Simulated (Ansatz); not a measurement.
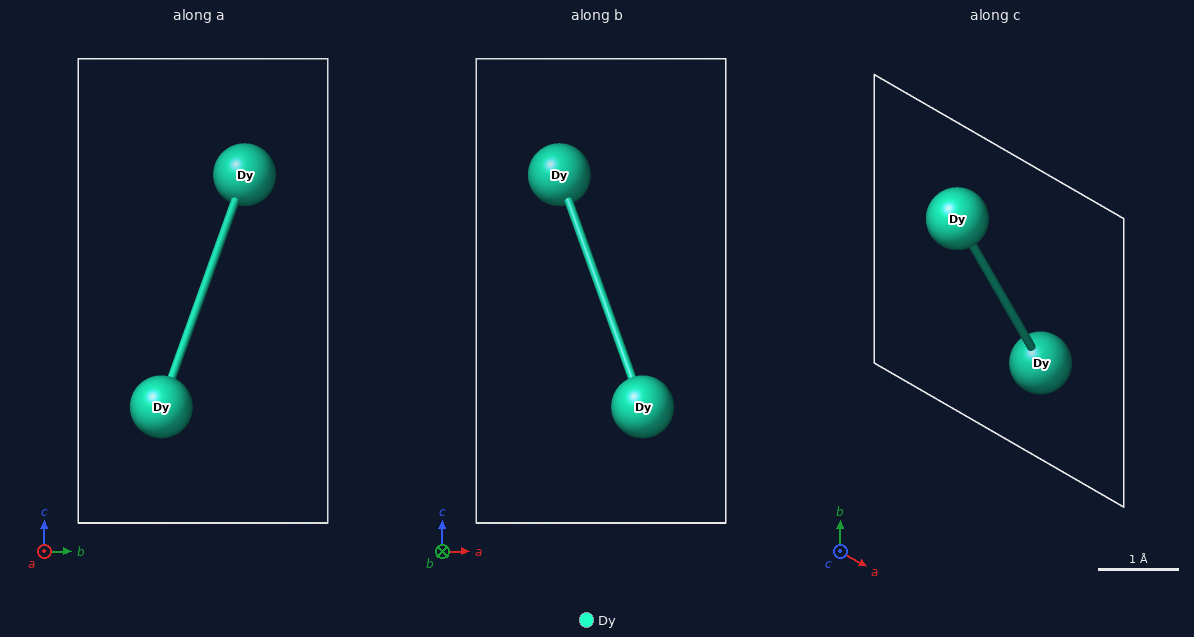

This ball-and-stick model is shown along the a axis, along the b axis and along the c axis. The conventional unit cell is outlined; an atom on or near a face, edge or corner is repeated at each equivalent position.

Lattice parameters: a = 3.6348 Å, b = 3.6348 Å, c = 5.8511 Å, α = 90.000°, β = 90.000°, γ = 120.000°.

Q: Put the structure into a CIF with its space group and independent sites.

A:
```cif
data_structure
_symmetry_space_group_name_H-M 'P 63/m m c'
_symmetry_Int_Tables_number 194
_cell_length_a 3.6348
_cell_length_b 3.6348
_cell_length_c 5.8511
_cell_angle_alpha 90.000
_cell_angle_beta 90.000
_cell_angle_gamma 120.000
_cell_volume 66.95
loop_
_atom_site_label
_atom_site_type_symbol
_atom_site_symmetry_multiplicity
_atom_site_Wyckoff_symbol
_atom_site_fract_x
_atom_site_fract_y
_atom_site_fract_z
_atom_site_occupancy
Dy1 Dy 2 d 0.3333 0.6667 0.7500 1
```

It derives from the standard structure of this element. Earlier steps of the study may have refined or changed the cell and positions. It went into a calculation with Ansatz.
